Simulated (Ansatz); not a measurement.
Energy over volume and axial ratio for KBr (rock salt)

KBr (rock salt)

```cif
data_Br4K4
_chemical_formula_sum 'Br4 K4'
_space_group_name_H-M_alt 'Fm-3m'
_space_group_IT_number 225
_space_group_name_Hall '-F 4 2 3'
_cell_length_a 6.70523
_cell_length_b 6.70523
_cell_length_c 6.70523
_cell_angle_alpha 90.000
_cell_angle_beta 90.000
_cell_angle_gamma 90.000
loop_
_atom_site_label
_atom_site_type_symbol
_atom_site_symmetry_multiplicity
_atom_site_Wyckoff_symbol
_atom_site_fract_x
_atom_site_fract_y
_atom_site_fract_z
_atom_site_occupancy
Br1 Br 4 a 0.00000 0.00000 0.00000 1
K1 K 4 b 0.50000 0.50000 0.50000 1
```
(The calculation used a cell of 2 atoms; values per cell refer to that cell.)

Grid over V/V₀ and (c/a)/(c/a)₀, subscript 0 meaning the relaxed cell; the conventional c axis lies along z; no internal relaxation.

Method: PBE (plane waves to 420 eV, PAW, scalar-relativistic; Ansatz, an electronic-structure program). k mesh 9×9×9 (Γ-centred), Fermi-Dirac smearing 0.05 eV. Energies are smeared free energies. KBr was relaxed with its symmetry unable to fall. ΔE is measured from the relaxed starting cell.

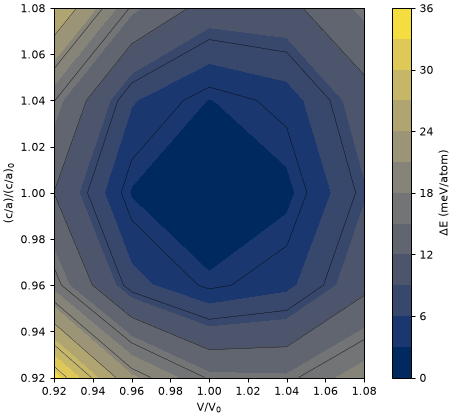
Figure: ΔE (meV/atom) over the 5×5 grid of computed points.

The shear modulus C′ = (C11 − C12)/2 (fit, atoms clamped) is 12.6 GPa. Highest place on the grid: V/V₀ = 0.920, (c/a)/(c/a)₀ = 0.920 (34.0 meV/atom). Lowest place on the grid: V/V₀ = 1.000, (c/a)/(c/a)₀ = 1.000 (0.0 meV/atom).

Near the relaxed cell σzz − σxx = −2Cδ (compression positive), C being this modulus and δ the logarithm of the ratio.

(A scan under strain: stresses follow from slopes of the energy per volume, elastic moduli from its curvatures.)
